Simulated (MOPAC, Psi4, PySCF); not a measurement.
Two rigid molecules brought together: Br2Ge ··· HCl (SMILES [Br][Ge][Br] and Cl). Monomers: optimised at B3LYP-D3(BJ) (def2-TZVP), held rigid. Orientation: lowest of the rigid-body minima from ten starts at GFN2-xTB. R is the distance of the centres of mass, along which the second monomer moves.

Geometry at R = 2.98 Å (first 3 atoms: monomer A):
```
5

Ge     0.0312     0.0170     0.9978
Br     1.0147    -1.5252    -0.5053
Br    -1.0459     1.5082    -0.4924
Cl    -2.3451    -1.4945     1.0601
H     -2.7547    -1.3021    -0.1394
```

RKS-B3LYP/LANL2DZ = restricted B3LYP/LANL2DZ, with its core potentials past Ne, no counterpoise correction in PySCF 2.14.0; RKS-B3LYP/6-31G* = restricted B3LYP/6-31G*, spherical d, no counterpoise correction in PySCF; SCS-MP2/aug-cc-pVTZ = DF-SCS-MP2/aug-cc-pVTZ, frozen core, counterpoise-corrected (Psi4); PBE0-D3(BJ)/def2-TZVP, counterpoise-corrected (Psi4); PM6, restricted, heats of formation (MOPAC).

Interaction energies in kJ/mol (negative: bound); R is the distance of the centres of mass, d the Ge1···Cl4 distance.

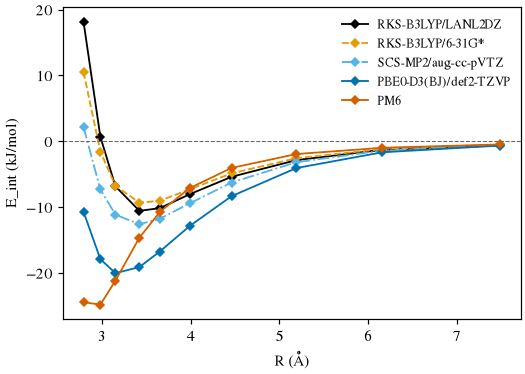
*Interaction energy against separation.*

```
R / Å  d / Å  RKS-B3LYP/LANL2DZ  RKS-B3LYP/6-31G*  SCS-MP2/aug-cc-pVTZ  PBE0-D3(BJ)/def2-TZVP     PM6
-----  -----  -----------------  ----------------  -------------------  ---------------------  ------
2.79    2.64              18.17             10.52                 2.17                 -10.70  -24.46
2.98    2.82               0.68             -1.57                -7.31                 -17.92  -24.82
3.15    2.98              -6.85             -6.75               -11.15                 -20.04  -21.18
3.42    3.24             -10.57             -9.35               -12.62                 -19.12  -14.66
3.65    3.46             -10.17             -9.04               -11.77                 -16.76  -10.75
3.99    3.78              -8.04             -7.29                -9.42                 -12.85   -7.11
4.46    4.24              -5.40             -4.88                -6.27                  -8.35   -4.06
5.19    4.96              -2.87             -2.59                -3.19                  -4.08   -1.95
6.16    5.91              -1.30             -1.19                -1.42                  -1.68   -0.99
7.49    7.23              -0.63             -0.52                -0.58                  -0.66   -0.49
```

Lowest grid point: RKS-B3LYP/LANL2DZ -10.57 kJ/mol at R = 3.42 Å; RKS-B3LYP/6-31G* -9.35 kJ/mol at R = 3.42 Å; SCS-MP2/aug-cc-pVTZ -12.62 kJ/mol at R = 3.42 Å; PBE0-D3(BJ)/def2-TZVP -20.04 kJ/mol at R = 3.15 Å; PM6 -24.82 kJ/mol at R = 2.98 Å.
